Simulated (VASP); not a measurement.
Band structure of SnS2 (1T layered). Computed with revPBE GGA, VASP's PBE PAW potentials (set 64) (plane waves; VASP).

Without a dispersion term in the relaxation, distances and binding between the weakly bound layers, chains or molecules are unreliable, and so is what depends on them. Unless said otherwise, spin-orbit coupling is left out, though it shifts the bands of the heavy elements here.

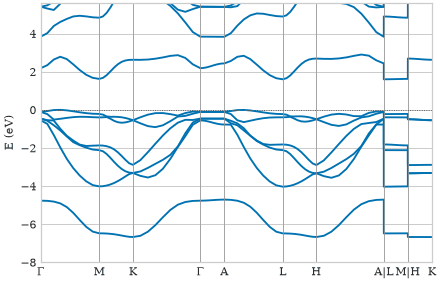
*Bands along high-symmetry lines, zero at the valence-band maximum or, without a gap, the Fermi level*

Read the plot: is there a gap, and where are the band edges?

The gap is indirect, 1.60 eV, from the valence maximum at Γ-M at 0.33 to the conduction minimum at L. (Edges off the drawn lines would not show.)

Measured: gap 2.18 eV (computed value off by -0.58 eV), as given by Joseph M. Gonzalez et al., Physical Review B (2016), arXiv:1609.04381.

The compound is SnS2 in the 1T layered structure. It was relaxed first, which changed the volume by +39 %.
